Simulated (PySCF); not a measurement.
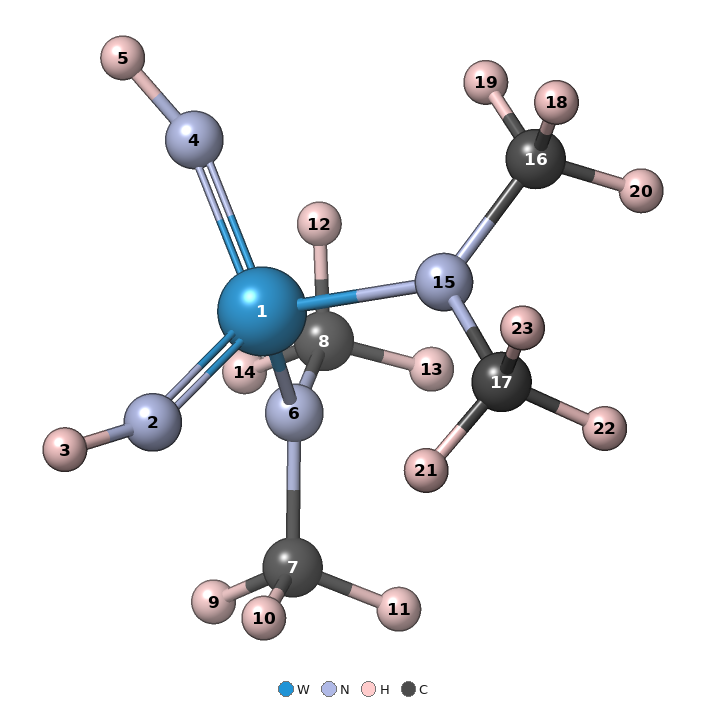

Atoms carry their numbers in the input. The species is neutral and a spin singlet. The geometry was computed by an optimisation with PBE0-D3(BJ)/def2-SVP. No frequency run is at hand to confirm it as a minimum.

Which atoms are bonded, and how long are the bonds? Leave out bonds to hydrogen.

```csv
bond,length (Å)
W1–N2,1.765
W1–N4,1.764
W1–N6,1.968
W1–N15,1.968
N6–C7,1.444
N6–C8,1.445
N15–C16,1.445
N15–C17,1.444
```
